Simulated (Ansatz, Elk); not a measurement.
**Bonding as seen by X-rays: ZrVCu4**

Structure refinements treat a crystal as free atoms side by side. For a made-up structure of ZrVCu4 (cell and positions from a PBEsol relaxation) the runs below show what the calculated density changes in F(hkl).

Program: Elk 11.2.3 (patched build). Level of theory: DFT, PBE, all-electron APW+lo, Dirac cores, scalar-relativistic bands, static density, ferromagnetic start. Results are calculated unless marked as measured.

The structure was built from a prototype and need not be the compound's stable phase.

## 1. The starting structure

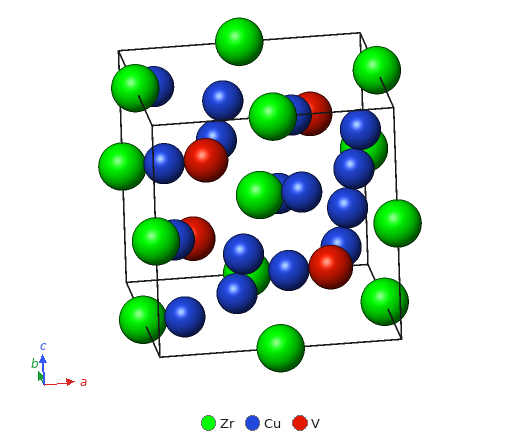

The starting structure, seen slightly off an axis (zirconium green, copper blue, vanadium red). This picture shows the conventional cell, with its axes. Some periodic images of atoms are drawn too.

## 2. Ground state and structure factors

An all-electron density is needed, since X-rays see the cores too. Task 0 finds the density and task 195 Fourier-transforms it; tshift is off so that phases refer to the origin typed.

elk.in reads:

```
tasks
  0
  195
  196

xctype
  20

spinpol
  .true.

rgkmax
  7.0

gmaxvr
  14.0

lmaxo
  7

lmaxapw
  8

swidth
  0.002

tshift
  .false.

ramdisk
  .false.

hmaxvr
  5.5

maxscl
  120

epspot
  1e-06

reducebf
  0.8

sppath
  './'

avec
  0.00000000000 6.51046915305 6.51046915305
  6.51046915305 -0.00000000000 6.51046915305
  6.51046915305 6.51046915305 0.00000000000

atoms
  3
  'Zr.in'
  1
  0.5000000000 0.5000000000 0.5000000000   0.000000 0.000000 -0.020000
  'Cu.in'
  4
  0.8756482665 0.3730552006 0.8756482665   0.000000 0.000000 0.000000
  0.8756482665 0.8756482665 0.8756482665   0.000000 0.000000 0.000000
  0.8756482665 0.8756482665 0.3730552006   0.000000 0.000000 0.000000
  0.3730552006 0.8756482665 0.8756482665   0.000000 0.000000 0.000000
  'V.in'
  1
  0.2500000000 0.2500000000 0.2500000000   0.000000 0.000000 -0.120000

ngridk
  5 5 5
```

The run is started by

```
$ OMP_NUM_THREADS=4 elk
```

Numbers of over 12 decimals in the logs are rounded to 6 here.

Log:

```text
┌─────────────────────────┐
│ Elk code version 11.2.3 │
└─────────────────────────┘

All units are atomic (Hartree, Bohr, etc.)

┌─────────────────────────────────────────────────┐
│ Ground-state run starting from atomic densities │
└─────────────────────────────────────────────────┘

Lattice vectors :
   0.000000000       6.510469153       6.510469153
   6.510469153      -0.000000000       6.510469153
   6.510469153       6.510469153       0.000000000

Reciprocal lattice vectors :
 -0.4825447414      0.4825447414      0.4825447414
  0.4825447414     -0.4825447414      0.4825447414
  0.4825447414      0.4825447414     -0.4825447414

Unit cell volume      :    551.9082071
Brillouin zone volume :   0.4494410669

Muffin-tin inner radius fraction :   0.1000000000E-01

Nuclei treated as point charges

Species : 1 (Zr)
 parameters loaded from : Zr.in
 name : zirconium
 nuclear charge    :   -40.00000000
 electronic charge :    40.00000000
 atomic mass :    166291.1793
 muffin-tin radius :    2.600000000
 number of radial points in muffin-tin :   1193
 inner part over the whole radius :   0.9967875514E-02
 number on inner part of muffin-tin    :    848
 approximate nuclear radius :   0.8202877663E-04
 number of mesh points to nuclear radius :    417
 atomic positions (lattice), magnetic fields (Cartesian) :
  1 :   0.50000000  0.50000000  0.50000000    0.00000000  0.00000000 -0.02000000

Species : 2 (Cu)
 parameters loaded from : Cu.in
 name : copper
 nuclear charge    :   -29.00000000
 electronic charge :    29.00000000
 atomic mass :    115837.2717
 muffin-tin radius :    2.264861013
 number of radial points in muffin-tin :    993
 inner part over the whole radius :   0.9906052424E-02
 number on inner part of muffin-tin    :    700
 approximate nuclear radius :   0.7406004541E-04
 number of mesh points to nuclear radius :    337
 atomic positions (lattice), magnetic fields (Cartesian) :
  1 :   0.87564827  0.37305520  0.87564827    0.00000000  0.00000000  0.00000000
  2 :   0.87564827  0.87564827  0.87564827    0.00000000  0.00000000  0.00000000
  3 :   0.87564827  0.87564827  0.37305520    0.00000000  0.00000000  0.00000000
  4 :   0.37305520  0.87564827  0.87564827    0.00000000  0.00000000  0.00000000

Species : 3 (V)
 parameters loaded from : V.in
 name : vanadium
 nuclear charge    :   -23.00000000
 electronic charge :    23.00000000
 atomic mass :    92860.67382
 muffin-tin radius :    2.400000000
 number of radial points in muffin-tin :    993
 inner part over the whole radius :   0.9920165687E-02
 number on inner part of muffin-tin    :    699
 approximate nuclear radius :   0.6897515165E-04
 number of mesh points to nuclear radius :    327
 atomic positions (lattice), magnetic fields (Cartesian) :
  1 :   0.25000000  0.25000000  0.25000000    0.00000000  0.00000000 -0.12000000

Total number of atoms per unit cell :    6
Total muffin-tin volume :    326.1864659
 ratio of muffin-tin to unit cell volume :   0.5910157916

Spin treatment :
 spin-polarised
 global magnetic field (Cartesian) :    0.000000000       0.000000000       0.000000000
 collinear magnetisation in z-direction

Number of Bravais lattice symmetries :   48
Number of crystal symmetries         :   24
Crystal has no inversion symmetry
Complex Hermitian eigensolver will be used

k-point grid :      5     5     5
k-point offset :    0.000000000       0.000000000       0.000000000
k-point set is reduced with full crystal symmetry group
Total number of k-points :       14

Muffin-tin radius times maximum |G+k| :    7.000000000
 using average radius
Maximum |G+k| for APW functions       :    2.987315846
Maximum (1/2)|G+k|²                   :    4.462027981
Maximum |G| for potential and density :    14.00000000
Constant for pseudocharge density :    9
 order of it for each species :   16  16  16
 order of it for pair densities of each species (exact exchange by exxq0 0: 17) :   12   9  10
Radial integration step length :    1

G-vector grid sizes :     42    42    42
[...]
Absolute change in total energy (target)   :    3.818056825     (  0.1000000000E-03)

[... loops 3 to 24 left out ...]

┌──────────────────┐
│ Loop number : 25 │
└──────────────────┘

Energies :
 Fermi                       :     0.305235
 sum of occupied eigenvalues :     -6470.5766051376
 electron kinetic            :      11412.156310655
 core electron kinetic       :      10521.124448734
 Coulomb                     :     -22150.397014628
 Coulomb potential           :     -17323.159410016
 nuclear-nuclear             :     -1717.6628453071
 electron-nuclear            :     -23599.762148738
 Hartree                     :      3167.0279794175
 Madelung                    :     -13488.817309619
 xc potential                :     -559.45604523848
 xc effective B-field        :    -0.117446
 external B-field            :      0.000000
 exchange                    :     -421.70421336526
 correlation                 :     -8.678539
 electron entropic           :    -0.20849691156010E-02
 total energy                :     -11168.625540849
 (external B-field energy excluded from total)

Density of states at Fermi energy :    162.7465631
 (states/Hartree/unit cell)

Estimated indirect band gap :   0.7148757607E-03
 from k-point 9 to k-point 10
Estimated direct band gap   :   0.2274203881E-02
 at k-point 8

Charges :
 core                        :    86.00000000
 valence                     :    93.00000000
 interstitial                :    7.283192218
 muffin-tins (core leakage)
  species : 1 (Zr)
[...]
species : 2 (Cu)
[...]
species : 3 (V)
[...]
total in muffin-tins        :    171.7168078
 total calculated charge     :    178.9984795
 total charge                :    179.0000000
 error                       :   0.1520506787E-02

Moments :
 interstitial                :   0.6592641227
 muffin-tins
  species : 1 (Zr)
[...]
species : 2 (Cu)
[...]
species : 3 (V)
[...]
total in muffin-tins        :    3.125017218
 total moment                :    3.784281341

RMS change in Kohn-Sham potential (target) :   0.8623654009E-06 (  0.1000000000E-05)
Absolute change in total energy (target)   :   0.2346651308E-04 (  0.1000000000E-03)

Convergence targets achieved

┌──────────────────┐
│ Loop number : 26 │
└──────────────────┘

Energies :
 Fermi                       :     0.305235
 sum of occupied eigenvalues :     -6470.5765848643
 electron kinetic            :      11412.156331304
 core electron kinetic       :      10521.124460446
 Coulomb                     :     -22150.397012708
 Coulomb potential           :     -17323.159384201
 nuclear-nuclear             :     -1717.6628453071
 electron-nuclear            :     -23599.762172614
 Hartree                     :      3167.0280052133
 Madelung                    :     -13488.817320607
 xc potential                :     -559.45606981250
 xc effective B-field        :    -0.117449
 external B-field            :      0.000000
 exchange                    :     -421.70421566499
 correlation                 :     -8.678538
 electron entropic           :    -0.20849426345179E-02
 total energy                :     -11168.625520262
 (external B-field energy excluded from total)

Density of states at Fermi energy :    162.7445653
 (states/Hartree/unit cell)

Estimated indirect band gap :   0.7139500822E-03
 from k-point 9 to k-point 10
Estimated direct band gap   :   0.2274257522E-02
 at k-point 8

Charges :
 core                        :    86.00000000
 valence                     :    93.00000000
 interstitial                :    7.283190604
 muffin-tins (core leakage)
  species : 1 (Zr)
[...]
species : 2 (Cu)
[...]
atom 3                    :    28.07430915     (  0.3341432855E-03)
   atom 4                    :    28.07430915     (  0.3341432855E-03)
  species : 3 (V)
   atom 1                    :    21.44600717     ( -0.2221838784E-06)
 total in muffin-tins        :    171.7168094
 total calculated charge     :    178.9984795
 total charge                :    179.0000000
 error                       :   0.1520506096E-02

Moments :
 interstitial                :   0.6592827068
 muffin-tins
  species : 1 (Zr)
[...]
species : 2 (Cu)
[...]
atom 3                    :   0.1072866327
   atom 4                    :   0.1072866327
  species : 3 (V)
   atom 1                    :    2.303176020
 total in muffin-tins        :    3.125058723
 total moment                :    3.784341429

┌──────────────────────────────┐
│ Self-consistent loop stopped │
└──────────────────────────────┘

Warning : core states of species 2 leak from the muffin-tin :   0.3341432855E-03

Wrote STATE.OUT
```

Run time: 3.4 min. Hardware: 4 threads of AMD EPYC 7B13 (Zen 3), shared host; peak memory 0.63 GiB; 12 min of CPU time.

SFACRHO.OUT:

```text

h k l indices transformed by vhmat matrix:
   1.000000000       0.000000000       0.000000000    
   0.000000000       1.000000000       0.000000000    
   0.000000000       0.000000000       1.000000000    

      h      k      l  multipl.   |H|            Re(F)            Im(F)           |F|

      0      0      0      1   0.0000000       179.00000      0.20140426E-16   179.00000    
      1      1      1      4  0.83579201       2.2900536       16.804995       16.960313    
      1      0      0      4  0.83579201       2.2900536      -16.804995       16.960313    
      0     -1     -1      6  0.96508948       15.923829     -0.25596720E-09   15.923829    
      1      2      1     12   1.3648426       47.724369      0.68927160E-10   47.724369    
      0     -1     -2     12   1.6004199      -59.960935       46.371349       75.799840    
     -1     -1      1     12   1.6004199      -59.960935      -46.371349       75.799840    
     -2      0      0      4   1.6715840       13.711520       85.042196       86.140472    
      0      2      0      4   1.6715840       13.711520      -85.042196       86.140472    
      2      2      0      6   1.9301790      -37.864400     -0.50162891E-07   37.864400    
     -3     -1     -1     12   2.1033638     -0.14426579       13.919251       13.919999    
     -2     -2     -3     12   2.1033638     -0.14426584      -13.919251       13.919999    
     -1      1      2     24   2.1580057       12.277396     -0.18784952E-09   12.277396    
      2      3      3     12   2.3639768       37.672874       1.1587085       37.690689    
      1      0      3     12   2.3639768       37.672874      -1.1587085       37.690689    
      3      1      3     12   2.5073760      -49.291064      -35.564174       60.781737    
     -1     -3     -3     12   2.5073760      -49.291064       35.564174       60.781737    
      0      0      3      4   2.5073760      -47.721035      -37.172081       60.490170
```

Elk indexes on the primitive cell of elk.in and gives |H| = 4π sin θ/λ in inverse bohr. Below, one row stands for each form hkl of the conventional cell (m members, Friedel mates merged), F is for one primitive cell and the density is static (no thermal factor). Free-atom factors are Waasmaier and Kirfel's, and R is Σm||F|−|F'||/Σm|F|.

```tsv
hkl	m	sin θ/λ (Å⁻¹)	abs F, DFT	neutral atoms	diff.	abs of complex diff.
111	8	0.126	16.960	17.302	-0.341	0.407
200	6	0.145	15.924	15.981	-0.057	0.057
220	12	0.205	47.724	47.978	-0.254	0.254
311	24	0.241	75.800	76.718	-0.918	0.927
222	8	0.251	86.140	87.652	-1.511	1.534
400	6	0.290	37.864	39.103	-1.239	1.239
331	24	0.316	13.920	14.262	-0.342	0.526
420	24	0.325	12.277	12.180	+0.097	0.097
422	24	0.355	37.691	37.624	+0.066	0.067
511	24	0.377	60.782	60.948	-0.166	0.186
333	8	0.377	60.490	60.642	-0.152	0.168
440	12	0.410	99.161	99.292	-0.131	0.131
531	48	0.429	10.839	10.901	-0.062	0.099
442	24	0.435	12.250	12.257	-0.007	0.011
600	6	0.435	10.280	10.244	+0.036	0.036
620	24	0.459	32.278	32.255	+0.023	0.023
533	24	0.476	51.617	51.558	+0.059	0.067
622	24	0.481	57.921	57.855	+0.066	0.068
444	8	0.503	24.169	24.110	+0.059	0.059
711	24	0.518	10.026	9.979	+0.047	0.083
551	24	0.518	8.592	8.591	+0.001	0.069
640	24	0.523	12.295	12.334	-0.039	0.039
```

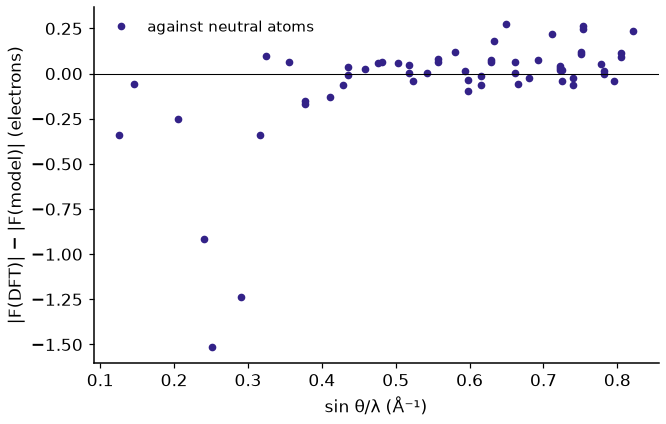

Difference between the calculated structure factors and the independent-atom ones.

## 3. The magnetisation density

The same run holds the spin density, and task 196 transforms it. The order is that of the start, and no other was tried.

SFACMAG_1.OUT:

```text

h k l indices transformed by vhmat matrix:
   1.000000000       0.000000000       0.000000000    
   0.000000000       1.000000000       0.000000000    
   0.000000000       0.000000000       1.000000000    

      h      k      l  multipl.   |H|            Re(F)            Im(F)           |F|

      0      0      0      1   0.0000000       3.7843416     -0.11302342E-16   3.7843416    
      1      1      1      4  0.83579201     -0.20568008      -1.8907807       1.9019348    
      1      0      0      4  0.83579201     -0.20568008       1.8907807       1.9019348    
      0     -1     -1      6  0.96508948      -1.5624292      0.44697850E-11   1.5624292    
      1      2      1     12   1.3648426       1.2590099     -0.12977335E-10   1.2590099    
      0     -1     -2     12   1.6004199     -0.10431182       1.0194717       1.0247944    
     -1     -1      1     12   1.6004199     -0.10431182      -1.0194717       1.0247944    
     -2      0      0      4   1.6715840     -0.84187047      0.46489436      0.96170300    
      0      2      0      4   1.6715840     -0.84187047     -0.46489436      0.96170300    
      2      2      0      6   1.9301790      0.30348217     -0.17500880E-09  0.30348217    
     -3     -1     -1     12   2.1033638      0.39179653E-01 -0.51260456      0.51409968    
     -2     -2     -3     12   2.1033638      0.39179653E-01  0.51260456      0.51409968    
     -1      1      2     24   2.1580057     -0.54572860      0.31907264E-13  0.54572860    
      2      3      3     12   2.3639768      0.48099163     -0.16254405E-01  0.48126620    
      1      0      3     12   2.3639768      0.48099163      0.16254405E-01  0.48126620    
      3      1      3     12   2.5073760     -0.53697162E-01 -0.42486042      0.42824031
```

The total moment is 3.78 μB a cell; sphere moments: Zr1 +0.39, Cu2 +0.11, Cu3 +0.11, Cu4 +0.11, Cu5 +0.11, V6 +2.30 μB. Polarised neutrons measure spin and orbital magnetisation together; without spin-orbit coupling the run gives the spin part:

```tsv
hkl	sin θ/λ (Å⁻¹)	abs F_M (μB)
111	0.126	1.902
200	0.145	1.562
220	0.205	1.259
311	0.241	1.025
222	0.251	0.962
400	0.290	0.303
331	0.316	0.514
420	0.325	0.546
422	0.355	0.481
511	0.377	0.428
333	0.377	0.531
440	0.410	0.522
531	0.429	0.230
442	0.435	0.272
```

[end of part 1 of 2]

[Logs are printed without paths, hosts, clocks, repeated set-up lines and the standing remarks that a program may print on its own settings, such as how far it seeks lower states.]

[Hosts, paths, dates, database ids (printed as entryN), source tags and the programs' standing remarks are cut or masked in the printed files.]
